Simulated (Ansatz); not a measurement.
**Hypothetical P4_2/mnm MgO: pressure series**

The reference is MgO (space group P4_2/mnm, No. 136; a = 5.5103 Å, c = 3.2763 Å; a hypothetical phase, not in the database extracts checked).

Cell and atoms are relaxed at each pressure.

Calculations: PBEsol/PAW in Ansatz (an electronic-structure program), no spin-orbit coupling.

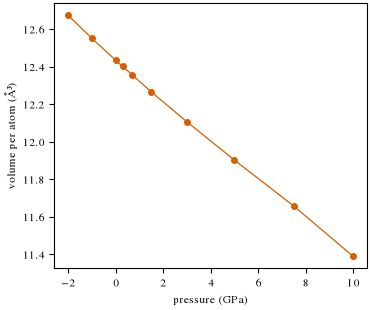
Figure. Volume per atom against pressure

From the plot, what is the volume per atom for pressure 0.3 GPa?

About 12.4 Å³.

Is the trend monotonic over the range shown?

Yes, it falls throughout, spanning 11.39 Å³ to 12.67 Å³.

Load acts through the strain it causes; cell and atoms are relaxed under it. Stability against distortions was not tested. Competing high-pressure phases were not computed.
